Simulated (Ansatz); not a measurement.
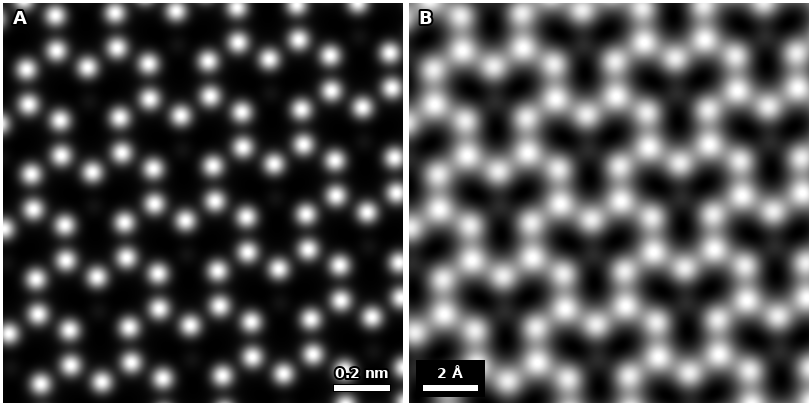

Two simulated images of the same area of Be5H (P-62m, No. 189) along [001], with a probe of 0.66 Å. One is incoherent Z contrast (Z^1.8 per atom), the other the projected potential of neutral atoms blurred by the probe (iDPC-like, thin sample). Brightness is counted from the darkest point of the image. Structure: the end point of a relaxation with DFT PBE, scalar-relativistic, plane waves, PAW (Ansatz 0.2.0); the starting structure was generated, so it need not be a known form of this composition.

Q: Which panel is which, and how can one tell?

A is the Z-contrast image and B the potential image. The columns of 1 H per repeat reach about 7 % of the brightest peak (1 Be) in A but about 18 % in B, mainly since the potential grows much more slowly with atomic number.
